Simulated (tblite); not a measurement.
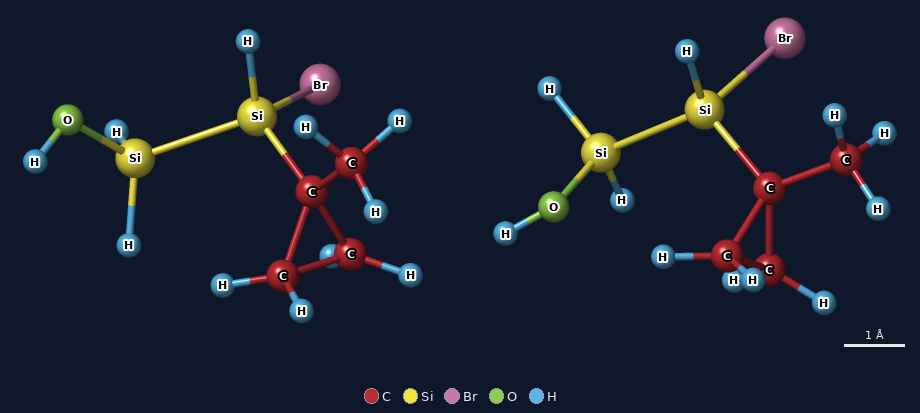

Two geometries of C₄H₁₁BrOSi₂, drawn at one scale. One is the start of a relaxation, the other its converged end. Style: ball-and-stick. Shown at a tilt.

These are results of GFN2-xTB geometry optimisation, gas phase in tblite, not measurements. 

Question: Which one is relaxed?

Answer: The right one is the relaxed one. An H atom moves most after the best rigid fit: 1.92 Å. Largest moves by element: H 1.92 Å, O 1.61 Å, Br 1.20 Å, C 0.87 Å, Si 0.50 Å. Among the contacts that change: O–Si 1.709 → 1.628 Å, Si–Si 2.229 → 2.298 Å, C–Si 1.835 → 1.891 Å, C–H 1.128 → 1.081 Å. Bond angles that change, for instance: Si–O–H 111.5° → 122.2°, Si–Si–H 107.0° → 117.7°, Si–Si–O 110.5° → 99.9°. Groups turn about C–Si by about 55°, O–Si by about 55°, Si–Si by about 45°. After 172 geometry steps the energy has fallen by 80.9 kJ/mol.
